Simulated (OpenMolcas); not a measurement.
# B2PH5 (SMILES BBP) at CCSD/ANO-XS-VDZP (DKH2, cc shift 0.5, fermi aufbau 3, electric field -0.002 a.u., field axis z)

Wanted: a single-point energy of B2PH5. 

Program for the calculation: OpenMolcas 26.06.

4 further runs of the same task are left out: 4 set aside as unsound or not needed.

**1. Starting point**

B2PH5: 8 atoms, total charge 0, spin state singlet. SMILES: `BBP`. The coordinates come from a GFN2-xTB relaxation. This is one conformer, not always the lowest.

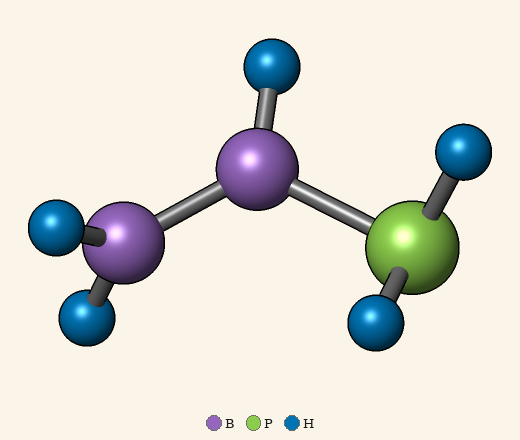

The structure, seen from a chosen angle (boron purple, phosphorus green, hydrogen blue).

**2. The energy at CCSD/ANO-XS-VDZP (DKH2, cc shift 0.5, fermi aufbau 3, electric field -0.002 a.u., field axis z)**

File calc.input:

```
* B2H5P CCSD

&GATEWAY
 Coord
 8
 angstrom
 B       -1.166700       0.722700      -0.454440
 B        0.411360       0.478610      -0.219570
 P        1.111750      -1.251810       0.058420
 H       -1.706380       0.533320      -1.479390
 H       -1.877700       1.069970       0.414140
 H        1.252690       1.299160      -0.262680
 H        0.083870      -1.855390       0.768230
 H        1.891120      -0.996560       1.175310
 Basis = ANO-XS-VDZP
 Group = NoSym

&SEWARD
 Relativistic = R02E00

&FFPT
 Dipole
 Z 0.002

&SCF
 Fermi = 3
 PrOrbitals = 1 1

&RASSCF
 FileOrb = $Project.ScfOrb
 Spin = 1
 Nactel = 0 0 0
 Inactive = 15
 Ras2 = 0
 OutOrbitals = Canonical
 OrbListing = Nothing

&MOTRA
 JobIph
 Frozen = 7

&CCSDT
 CCSD
 Iterations = 50
 Shift = 0.5 0.5
 Extrapolation = 5 4
```

The run is started by

```sh
export MOLCAS_MEM=1860
pymolcas calc.input > calc.log
```

**Question.** What will come out? Wanted: total energy; dipole moment; HOMO–LUMO gap; correlation energy.

Answer, from the run:

At CCSD/ANO-XS-VDZP (DKH2, cc shift 0.5, fermi aufbau 3, electric field -0.002 a.u., field axis z), 7 core orbitals frozen:

```
                                   quantity          value
                               total energy  -394.10414 Eh
         dipole moment (mean-field density)         0.65 D
      HOMO–LUMO gap (Hartree–Fock orbitals)       11.81 eV
correlation energy (7 core orbitals frozen)     -332.9 mEh
```

Mulliken charges of the mean-field density run from -0.20 on B1 to +0.12 on H6; they depend strongly on the basis.
